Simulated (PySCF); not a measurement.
## Two runs on C4H5FOSi

System: C4H5FOSi.
Method of the first run: GIAO PBE0/pcSseg-1 NMR shielding, non-relativistic, gas phase (PySCF 2.14.0).

The geometry comes from this level: PBE0-D3(BJ)/def2-SVP. Text and figures count atoms from 1; the logs count them from 0 in places.

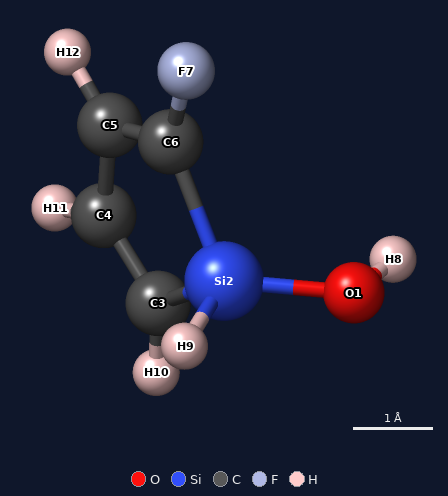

**Figure 1.** The input geometry (ball-and-stick view, seen at a tilt; atoms are numbered from 1 in the order of the input).

## The input, the first run
```
{"job": {"kind": "nmr", "xc": "PBE0", "basis": "pcSseg-1", "pop": false}, "charge": 0, "multiplicity": 1}
O      2.196473    -1.261932    -0.114864
Si     0.628650    -0.977646     0.357592
C     -0.655861    -0.725314    -0.974763
C     -1.224102     0.481772    -0.761706
C     -0.725053     1.316278     0.356049
C      0.269495     0.753722     1.062685
F      0.852001     1.337665     2.103781
H      2.549415    -0.693855    -0.806051
H      0.322630    -2.049460     1.339730
H     -0.987831    -1.387061    -1.776928
H     -2.042693     0.871605    -1.377748
H     -1.145812     2.301968     0.573335
```

The first line tells a small driver script what to run in PySCF; the rest is the geometry in Å.

Launched with:
```bash
OMP_NUM_THREADS=1 python <driver script> task.json out
```

Hardware: 1 CPU thread, shared host.

## Output (the first run)
```
coarse grid: 11240 points
cycle   1  E = -619.2845740352  dE =  1.030e+00  |g| = 8.098e-01  |ddm| = 3.304e+00
cycle   2  E = -619.1166323849  dE =  1.679e-01  |g| = 1.241e+00  |ddm| = 1.466e+00
cycle   3  E = -619.4014443958  dE = -2.848e-01  |g| = 1.305e-01  |ddm| = 1.034e+00
cycle   4  E = -619.4052328176  dE = -3.788e-03  |g| = 3.862e-02  |ddm| = 1.474e-01
cycle   5  E = -619.4055538392  dE = -3.210e-04  |g| = 8.797e-03  |ddm| = 3.655e-02
cycle   6  E = -619.4055632689  dE = -9.430e-06  |g| = 5.448e-03  |ddm| = 1.034e-02
cycle   7  E = -619.4055704558  dE = -7.187e-06  |g| = 7.140e-04  |ddm| = 4.703e-03
final grid: 106432 points
cycle   8  E = -619.4627143621  dE = -2.106e-05  |g| = 8.278e-03  |ddm| = 2.378e-02
cycle   9  E = -619.4626965185  dE =  1.784e-05  |g| = 1.272e-02  |ddm| = 1.572e-02
cycle  10  E = -619.4627289823  dE = -3.246e-05  |g| = 1.167e-03  |ddm| = 9.786e-03
cycle  11  E = -619.4627292477  dE = -2.654e-07  |g| = 2.444e-04  |ddm| = 1.075e-03
cycle  12  E = -619.4627292562  dE = -8.529e-09  |g| = 1.455e-04  |ddm| = 2.813e-04
cycle  13  E = -619.4627292615  dE = -5.307e-09  |g| = 2.615e-05  |ddm| = 1.384e-04
cycle  14  E = -619.4627292617  dE = -1.530e-10  |g| = 7.978e-06  |ddm| = 3.011e-05
converged SCF energy = -619.4627292617

GIAO shielding tensors (ppm)
atom      isotropic    diamagn.    paramagn.     s11        s22        s33       span
  0 O      320.501     386.211     -65.710    278.965    308.750    373.788     94.823
  1 Si     375.458     878.856    -503.398    340.458    373.702    412.215     71.757
  2 C       64.472     262.284    -197.812    -47.423     69.905    170.935    218.358
  3 C       27.364     255.036    -227.672   -101.325     34.206    149.212    250.536
  4 C       56.754     257.230    -200.476    -54.543     81.273    143.531    198.074
  5 C        0.525     258.626    -258.101    -98.954     26.562     73.968    172.922
  6 F      295.971     472.953    -176.982    177.144    228.194    482.576    305.431
  7 H       30.429      30.674      -0.245     22.247     25.398     43.641     21.394
  8 H       26.261      27.528      -1.267     23.280     24.171     31.331      8.051
  9 H       25.880      30.964      -5.084     24.091     25.938     27.610      3.520
 10 H       24.429      30.532      -6.104     22.101     23.825     27.359      5.259
 11 H       25.169      30.672      -5.503     22.261     24.718     28.528      6.266
```

The input of the second run differs as follows (lines with − go, lines with + come):
```diff
-"xc": "PBE0"
+"xc": "KT2"
```

What does this change do to the results?

The total energies belong to different methods, so their difference says nothing on which is more stable or more accurate. The HOMO goes from −6.74 to −5.63 eV. The LUMO goes from −1.88 to −2.74 eV. The dipole moment goes from 2.27 to 2.03 D. Of all shieldings, the largest change is that of F7, by −17.7 ppm. The functional changes from PBE0 to KT2. Exact exchange removes part of the self-interaction error of semilocal functionals, which pushes filled and empty levels apart. The SCF takes 17 iterations against 14.

## Output (the second run)
```
coarse grid: 11240 points
cycle   1  E = -627.3321212361  dE =  9.789e-01  |g| = 1.010e+00  |ddm| = 3.328e+00
cycle   2  E = -626.5733925274  dE =  7.587e-01  |g| = 2.126e+00  |ddm| = 2.739e+00
cycle   3  E = -627.4905822780  dE = -9.172e-01  |g| = 3.406e-01  |ddm| = 2.365e+00
cycle   4  E = -627.5191051513  dE = -2.852e-02  |g| = 1.134e-01  |ddm| = 4.669e-01
cycle   5  E = -627.5210469956  dE = -1.942e-03  |g| = 6.595e-02  |ddm| = 1.453e-01
cycle   6  E = -627.5221154233  dE = -1.068e-03  |g| = 2.226e-02  |ddm| = 7.407e-02
cycle   7  E = -627.5222534469  dE = -1.380e-04  |g| = 6.004e-03  |ddm| = 2.431e-02
cycle   8  E = -627.5222604594  dE = -7.013e-06  |g| = 2.463e-03  |ddm| = 7.425e-03
final grid: 106432 points
cycle   9  E = -627.6266140665  dE = -1.157e-04  |g| = 3.229e-02  |ddm| = 6.285e-02
cycle  10  E = -627.6258534457  dE =  7.606e-04  |g| = 6.832e-02  |ddm| = 7.952e-02
cycle  11  E = -627.6267613481  dE = -9.079e-04  |g| = 1.145e-02  |ddm| = 6.546e-02
cycle  12  E = -627.6267954732  dE = -3.413e-05  |g| = 3.024e-03  |ddm| = 1.270e-02
cycle  13  E = -627.6267975011  dE = -2.028e-06  |g| = 6.930e-04  |ddm| = 2.888e-03
cycle  14  E = -627.6267976221  dE = -1.210e-07  |g| = 2.516e-04  |ddm| = 8.044e-04
cycle  15  E = -627.6267976392  dE = -1.710e-08  |g| = 7.882e-05  |ddm| = 3.175e-04
cycle  16  E = -627.6267976409  dE = -1.664e-09  |g| = 1.829e-05  |ddm| = 8.572e-05
cycle  17  E = -627.6267976410  dE = -8.220e-11  |g| = 3.785e-06  |ddm| = 2.140e-05
converged SCF energy = -627.6267976410

GIAO shielding tensors (ppm)
atom      isotropic    diamagn.    paramagn.     s11        s22        s33       span
  0 O      315.443     385.736     -70.294    271.092    301.650    373.587    102.496
  1 Si     387.068     882.301    -495.233    348.401    381.771    431.031     82.630
  2 C       74.218     262.084    -187.866    -22.468     78.988    166.134    188.602
  3 C       38.060     254.835    -216.775    -74.145     43.129    145.197    219.342
  4 C       65.194     257.143    -191.949    -30.977     85.547    141.013    171.990
  5 C        9.769     259.021    -249.252    -69.571     26.928     71.951    141.522
  6 F      278.226     473.680    -195.454    156.642    209.813    468.222    311.579
  7 H       30.593      30.715      -0.122     22.624     25.814     43.341     20.717
  8 H       26.108      27.579      -1.472     23.130     23.997     31.196      8.066
  9 H       26.173      31.063      -4.890     24.655     25.933     27.929      3.274
 10 H       24.586      30.654      -6.069     22.650     23.926     27.182      4.532
 11 H       25.308      30.852      -5.544     22.743     25.044     28.138      5.396
```

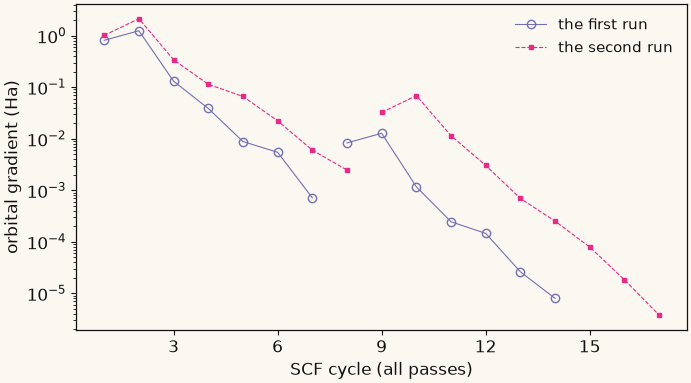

**Figure 2.** Convergence of the two runs: orbital gradient against the SCF cycle. A break in a curve parts two SCF passes (coarse and final grid). The first run takes 14 cycles in all, and the second run takes 17.

## The two runs side by side

| quantity | the first run | the second run |
| --- | --- | --- |
| outcome | converged | converged |
| total energy (hartree) | −619.462729 | −627.626798 |
| HOMO (eV) | −6.74 | −5.63 |
| LUMO (eV) | −1.88 | −2.74 |
| dipole moment (D) | 2.27 | 2.03 |
| shielding of O1 (ppm) | 320.5 | 315.4 |
| shielding of Si2 (ppm) | 375.5 | 387.1 |
| shielding of C3 (ppm) | 64.5 | 74.2 |
| shielding of C4 (ppm) | 27.4 | 38.1 |
| shielding of C5 (ppm) | 56.8 | 65.2 |
| shielding of C6 (ppm) | 0.5 | 9.8 |
| shielding of F7 (ppm) | 296.0 | 278.2 |
| SCF iterations | 14 | 17 |
| basis functions | 151 | 151 |
| wall time (shared host) | 21 s | 33 s |
